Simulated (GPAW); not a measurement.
# Work function of H/Pt(111) at several levels, part 2 of 3

Wanted: work functions and dipole of H/Pt(111), with the cost of each level.

GPAW 26.7.0; GPAW, PAW setups; slab in vacuum, relaxation (the session's first sound run).

So far, upper work function (eV): step 2 (relaxing the atoms) 5.09; step 3 (the slab's potential) 5.09.

## Step 4: Self-consistent run: xc = "vdW-DF2"

The same geometry under vdW-DF2, to see how far the functional moves the levels against the vacuum (the van der Waals functionals take revPBE setups).

Input file run.py:

```python
import json
import numpy as np
from ase import Atoms
from gpaw import GPAW, PW

slab = Atoms(
    ['Pt', 'Pt', 'Pt', 'Pt', 'H'],
    positions=[
        [0.00000, 0.00000, 8.00000],
        [1.38593, 0.80017, 10.26321],
        [2.77186, 1.60033, 12.59102],
        [0.00000, 0.00000, 15.02675],
        [2.77186, 1.60033, 15.96120]],
    cell=[[2.77186, 0.0, 0.0], [1.38593, 2.4005, 0.0], [0.0, 0.0, 23.28964]],
    pbc=[True, True, False])

slab.calc = GPAW(mode=PW(500), xc='vdW-DF2', kpts={'size': (13, 13, 1), 'gamma': True},
                 occupations={'name': 'fermi-dirac', 'width': 0.1}, nbands='160%',
                 convergence={'density': 1e-05}, maxiter=200,
                 poissonsolver={'dipolelayer': 'xy'},
                 symmetry={'tolerance': 1e-3}, txt='slab.txt')
result = {}
energy = slab.get_potential_energy()
fermi = slab.calc.get_fermi_level()
v = slab.calc.get_electrostatic_potential().mean((0, 1)) - fermi
n = slab.calc.get_pseudo_density().mean((0, 1))
L = slab.cell[2, 2]
z = np.arange(len(v)) * L / len(v)
low, high = slab.positions[:, 2].min(), slab.positions[:, 2].max()
below, above = np.interp([low - 5.8, high + 5.8], z, v)
slopes = [np.interp(x, z, np.gradient(v, z)) for x in (low - 5.8, high + 5.8)]
eps = np.array([[slab.calc.get_eigenvalues(k, s) for k in range(len(slab.calc.get_ibz_k_points()))]
                for s in range(slab.calc.get_number_of_spins())]) - fermi
top, bottom = eps[eps < 0].max(), eps[eps > 0].min()
dipole = slab.get_dipole_moment()[2]
print(f'energy {energy:.4f} eV, Fermi level {fermi:.4f} eV, dipole {dipole:.5f} e A')
print(f'potential 5.8 A off the faces, from the Fermi level: lower {below:.4f} eV, upper {above:.4f} eV')
print(f'slope of the potential there: lower {slopes[0]:.5f}, upper {slopes[1]:.5f} eV/A')
print(f'nearest levels on the mesh: {top:.4f} and {bottom:.4f} eV')
print('magnetic moment', round(slab.get_magnetic_moment(), 3))
result.update(energy=energy, fermi=fermi, dipole=dipole, below=below, above=above, slopes=slopes, edges=[top, bottom],
              z=z.tolist(), v=v.tolist(), n=n.tolist(), positions=slab.positions.tolist(),
              forces=slab.get_forces(apply_constraint=False).tolist(), moments=slab.get_magnetic_moments().tolist())
json.dump(result, open('result.json', 'w'))
```

Started as:

```
> OMP_NUM_THREADS=1 OPENBLAS_NUM_THREADS=1 python run.py
```

Log:

```text
energy -659.1459 eV, Fermi level 1.5097 eV, dipole 0.01957 e A
potential 5.8 A off the faces, from the Fermi level: lower 5.8820 eV, upper 5.3499 eV
slope of the potential there: lower -0.00002, upper 0.00010 eV/A
nearest levels on the mesh: -0.0104 and 0.0498 eV
magnetic moment 0.0
```

Wall time 6.3 min (1 thread of Arm Neoverse V1, shared host); peak memory 0.4 GiB.

This step gave:

```
dipole along the normal                    : 0.01957 e·Å
levels nearest the Fermi level on the mesh : -0.01043, 0.04978 eV from the Fermi level
upper work function                        : 5.350 eV
lower work function                        : 5.882 eV
```

The electrostatic potential energy of an electron (without an applied field's), less the Fermi level, planar mean oscillates, so the rows of the table below give means over windows of 1 Å about each position, cut where the curve ends. Its maxima inside the range that stand out by 2 % of the span (Å: eV): 9.1: -0.714, 11.5: -0.296, 13.8: 0.463. Its minima: 8.0: -27.0, 10.2: -27.2, 12.6: -27.1, 15.0: -27.5.

Table of electrostatic potential energy of an electron (without an applied field's), less the Fermi level, planar mean by z; means over each step:

```
z (Å)  electrostatic potential energy of an electron (without an applied field's), less the Fermi level, planar mean (eV)
    0                                                                                                                5.78
    1                                                                                                                5.88
    2                                                                                                                5.88
    3                                                                                                                5.88
    4                                                                                                                5.88
    5                                                                                                                5.85
    6                                                                                                                5.43
    7                                                                                                              -0.755
    8                                                                                                               -21.3
    9                                                                                                               -3.77
   10                                                                                                               -19.2
   11                                                                                                               -7.80
   12                                                                                                               -11.3
   13                                                                                                               -15.9
   14                                                                                                               -2.57
   15                                                                                                               -22.0
   16                                                                                                               -3.91
   17                                                                                                                4.61
   18                                                                                                                5.31
   19                                                                                                                5.35
   20                                                                                                                5.35
   21                                                                                                                5.35
   22                                                                                                                5.35
   23                                                                                                                5.39
```

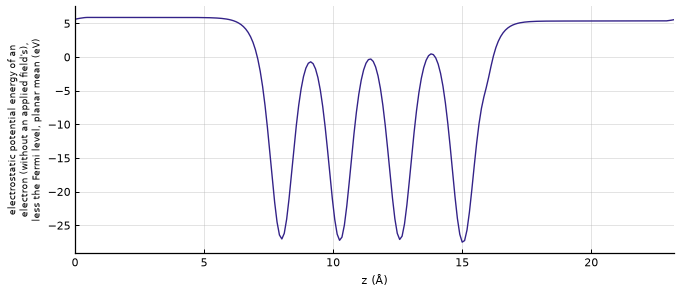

Electrostatic potential energy of an electron (without an applied field's), less the Fermi level, planar mean, plotted against z.

The pseudo valence density, planar mean oscillates, so the rows of the table below give means over windows of 2.42 Å about each position, cut where the curve ends. Its maxima inside the range that stand out by 2 % of the span (Å: e/Å³): 8.0: 2.40, 10.2: 2.42, 12.7: 2.35, 15.1: 2.38. Its minima: 9.1: 0.312, 11.4: 0.286, 13.8: 0.241.

Pseudo valence density, planar mean against z; means over each step:

```
z (Å)  pseudo valence density, planar mean (e/Å³)
 3.63                                      9.7e-5
 6.05                                      0.0681
 8.47                                        1.03
10.89                                        1.03
13.31                                       0.989
15.73                                       0.919
18.15                                     0.00425
20.57                                      4.5e-6
```

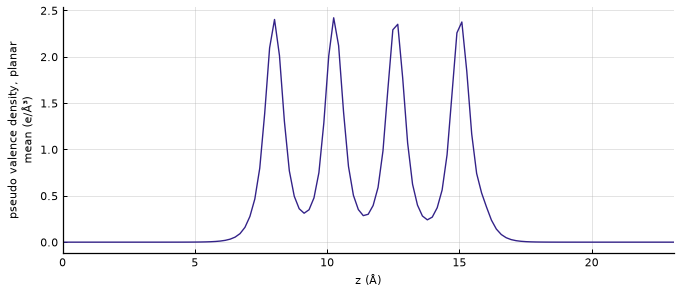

Pseudo valence density, planar mean, plotted against z.

Force by atom:

```
atom  x (eV/Å)  y (eV/Å)  z (eV/Å)  size
 Pt1      0.00      0.00     -1.77  1.77
 Pt2      0.00      0.00      0.55  0.55
 Pt3      0.00      0.00      0.18  0.18
 Pt4      0.00      0.00      0.78  0.78
  H5      0.00      0.00      0.26  0.26
```

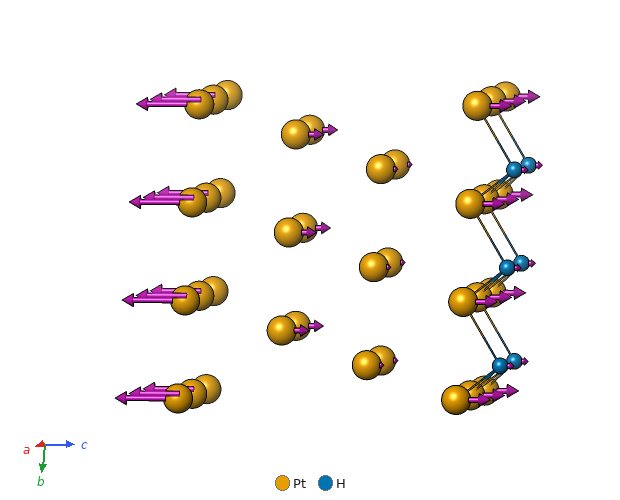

Force as arrows, the longest 1.77 eV/Å. Bonds to atoms that aren't drawn are left out. 2×3×1 cells are drawn. Some periodic images of atoms are drawn too.

The upper face's work function is 5.350 eV, against 5.086 eV in the first plane-wave PBE run at this geometry.

## Step 5: OptPBE vdW: xc = "optPBE-vdW"

The same geometry under optPBE-vdW, to see how far the functional moves the levels against the vacuum (the van der Waals functionals take revPBE setups).

run.py, as its differences from that of step 4:

```diff
@@ -16,3 +16,3 @@
 
-slab.calc = GPAW(mode=PW(500), xc='vdW-DF2', kpts={'size': (13, 13, 1), 'gamma': True},
+slab.calc = GPAW(mode=PW(500), xc='optPBE-vdW', kpts={'size': (13, 13, 1), 'gamma': True},
                  occupations={'name': 'fermi-dirac', 'width': 0.1}, nbands='160%',
```

Log:

```text
energy -93.3897 eV, Fermi level 1.4376 eV, dipole 0.01890 e A
potential 5.8 A off the faces, from the Fermi level: lower 5.7872 eV, upper 5.2734 eV
slope of the potential there: lower -0.00000, upper 0.00013 eV/A
nearest levels on the mesh: -0.0090 and 0.0314 eV
magnetic moment 0.0
```

Elapsed: 3.3 min, on 1 thread; peak memory 0.4 GiB.

Numbers from this step:

```
dipole along the normal                    : 0.01890 e·Å
levels nearest the Fermi level on the mesh : -0.008975, 0.03135 eV from the Fermi level
upper work function                        : 5.273 eV
lower work function                        : 5.787 eV
```

The upper face's work function is 5.273 eV, against 5.086 eV in the first plane-wave PBE run at this geometry.

## Step 6: Self-consistent run: xc = "LDA"

The same geometry under LDA, to see how far the functional moves the levels against the vacuum.

run.py, as its differences from that of step 5:

```diff
@@ -16,3 +16,3 @@
 
-slab.calc = GPAW(mode=PW(500), xc='optPBE-vdW', kpts={'size': (13, 13, 1), 'gamma': True},
+slab.calc = GPAW(mode=PW(500), xc='LDA', kpts={'size': (13, 13, 1), 'gamma': True},
                  occupations={'name': 'fermi-dirac', 'width': 0.1}, nbands='160%',
```

Log:

```text
energy -33.8828 eV, Fermi level 1.2100 eV, dipole 0.02329 e A
potential 5.8 A off the faces, from the Fermi level: lower 6.0251 eV, upper 5.3917 eV
slope of the potential there: lower 0.00001, upper 0.00014 eV/A
nearest levels on the mesh: -0.0227 and 0.0025 eV
magnetic moment 0.0
```

It took 4 min on 1 thread; peak memory 0.26 GiB.

Numbers from this step:

```yaml
dipole_along_the_normal: 0.02329 e·Å
levels_nearest_the_fermi_level_on_the_mesh: -0.02275, 0.002513 eV from the Fermi level
upper_work_function: 5.392 eV
lower_work_function: 6.025 eV
```

The upper face's work function is 5.392 eV, against 5.086 eV in the first plane-wave PBE run at this geometry.

## Step 7: Self-consistent run: xc = "revPBE"

The same geometry under revPBE, to see how far the functional moves the levels against the vacuum.

run.py, as its differences from that of step 6:

```diff
@@ -16,3 +16,3 @@
 
-slab.calc = GPAW(mode=PW(500), xc='LDA', kpts={'size': (13, 13, 1), 'gamma': True},
+slab.calc = GPAW(mode=PW(500), xc='revPBE', kpts={'size': (13, 13, 1), 'gamma': True},
                  occupations={'name': 'fermi-dirac', 'width': 0.1}, nbands='160%',
```

Log:

```text
energy -26.0926 eV, Fermi level 1.6441 eV, dipole 0.01926 e A
potential 5.8 A off the faces, from the Fermi level: lower 5.4980 eV, upper 4.9745 eV
slope of the potential there: lower 0.00001, upper 0.00012 eV/A
nearest levels on the mesh: -0.0252 and 0.0015 eV
magnetic moment 0.0
```

Run time: 4.4 min. Hardware: 1 thread; peak memory 0.26 GiB.

Numbers from this step:

| Item | Value |
| --- | --- |
| dipole along the normal | 0.01926 e·Å |
| levels nearest the Fermi level on the mesh | -0.02522, 0.001473 eV from the Fermi level |
| upper work function | 4.975 eV |
| lower work function | 5.498 eV |

The upper face's work function is 4.975 eV, against 5.086 eV in the first plane-wave PBE run at this geometry.

## Step 8: Self-consistent run: xc = "RPBE"

The same geometry under RPBE, to see how far the functional moves the levels against the vacuum.

run.py, as its differences from that of step 7:

```diff
@@ -16,3 +16,3 @@
 
-slab.calc = GPAW(mode=PW(500), xc='revPBE', kpts={'size': (13, 13, 1), 'gamma': True},
+slab.calc = GPAW(mode=PW(500), xc='RPBE', kpts={'size': (13, 13, 1), 'gamma': True},
                  occupations={'name': 'fermi-dirac', 'width': 0.1}, nbands='160%',
```

Log:

```text
energy -25.6156 eV, Fermi level 1.6623 eV, dipole 0.01886 e A
potential 5.8 A off the faces, from the Fermi level: lower 5.4783 eV, upper 4.9656 eV
slope of the potential there: lower 0.00001, upper 0.00013 eV/A
nearest levels on the mesh: -0.0251 and 0.0022 eV
magnetic moment 0.0
```

Wall time 4.5 min (1 thread); peak memory 0.26 GiB.

This step gave:

| Property | Result |
| --- | --- |
| dipole along the normal | 0.01886 e·Å |
| levels nearest the Fermi level on the mesh | -0.02512, 0.002242 eV from the Fermi level |
| upper work function | 4.966 eV |
| lower work function | 5.478 eV |

The electrostatic potential energy of an electron (without an applied field's), less the Fermi level, planar mean oscillates, so the rows of the table below give means over windows of 1 Å about each position, cut where the curve ends. Its maxima inside the range that stand out by 2 % of the span (Å: eV): 9.1: -0.337, 11.5: 0.0784, 13.8: 0.839. Its minima: 8.0: -27.0, 10.2: -27.2, 12.6: -27.1, 15.0: -27.4.

Electrostatic potential energy of an electron (without an applied field's), less the Fermi level, planar mean against z; means over each step:

```
z (Å)  electrostatic potential energy of an electron (without an applied field's), less the Fermi level, planar mean (eV)
    0                                                                                                                5.38
    1                                                                                                                5.48
    2                                                                                                                5.48
    3                                                                                                                5.48
    4                                                                                                                5.48
    5                                                                                                                5.45
    6                                                                                                                5.11
    7                                                                                                              -0.802
    8                                                                                                               -21.3
    9                                                                                                               -3.45
   10                                                                                                               -19.1
   11                                                                                                               -7.54
   12                                                                                                               -11.0
   13                                                                                                               -15.7
   14                                                                                                               -2.25
   15                                                                                                               -21.9
   16                                                                                                               -3.95
   17                                                                                                                4.33
   18                                                                                                                4.93
   19                                                                                                                4.96
   20                                                                                                                4.97
   21                                                                                                                4.97
   22                                                                                                                4.97
   23                                                                                                                5.01
```

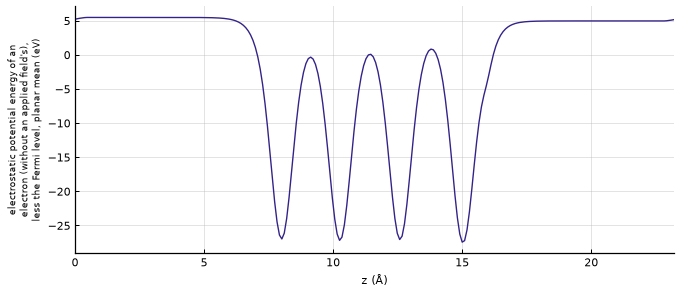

Electrostatic potential energy of an electron (without an applied field's), less the Fermi level, planar mean against z.

The upper face's work function is 4.966 eV, against 5.086 eV in the first plane-wave PBE run at this geometry.

## Step 9: Real-space grid: mode = "fd"

A real-space grid is a second complete basis, so it checks the plane-wave result.

run.py, as its differences from that of step 8:

```diff
@@ -3,3 +3,3 @@
 from ase import Atoms
-from gpaw import GPAW, PW
+from gpaw import GPAW
 
@@ -16,3 +16,3 @@
 
-slab.calc = GPAW(mode=PW(500), xc='RPBE', kpts={'size': (13, 13, 1), 'gamma': True},
+slab.calc = GPAW(mode='fd', h=0.18, xc='PBE', kpts={'size': (13, 13, 1), 'gamma': True},
                  occupations={'name': 'fermi-dirac', 'width': 0.1}, nbands='160%',
```

Log:

```text
energy -28.3998 eV, Fermi level -5.3630 eV, dipole 0.02043 e A
potential 5.8 A off the faces, from the Fermi level: lower 5.6403 eV, upper 5.0857 eV
slope of the potential there: lower -0.00001, upper -0.00000 eV/A
nearest levels on the mesh: -0.0262 and 0.0013 eV
magnetic moment 0.0
```

Wall time 9.8 min (1 thread); peak memory 0.62 GiB.

This step gave:

```yaml
dipole_along_the_normal: 0.02043 e·Å
levels_nearest_the_fermi_level_on_the_mesh: -0.02617, 0.001262 eV from the Fermi level
upper_work_function: 5.086 eV
lower_work_function: 5.640 eV
```

The upper face's work function is 5.086 eV, against 5.086 eV in the first plane-wave PBE run at this geometry.

[end of part 2 of 3]

[Logs are printed without paths, hosts, clocks, repeated set-up lines and the standing remarks that a program may print on its own settings, such as how far it seeks lower states.]

[Hosts, paths, dates, database ids (printed as entryN), source tags and the programs' standing remarks are cut or masked in the printed files.]
